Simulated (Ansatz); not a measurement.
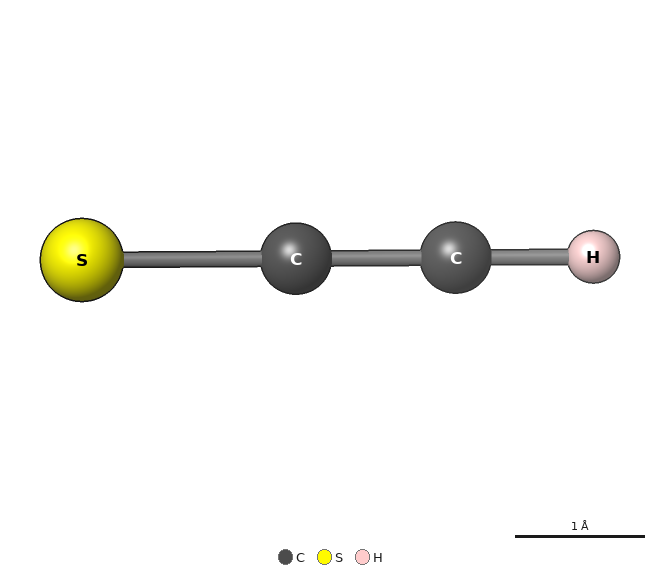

Atoms fade into the background with distance from the viewer. State: charge −1, singlet. The computed structure is the end point of a PBE-D4/def2-SVPD optimisation. No frequency run is at hand to confirm it as a minimum. Masses are those of the most abundant isotopes; constants are for the rigid equilibrium geometry.

### What kind of rotor is it, and what are its rotational constants in GHz?

A linear rotor (C∞v) with B = 5.58 GHz.
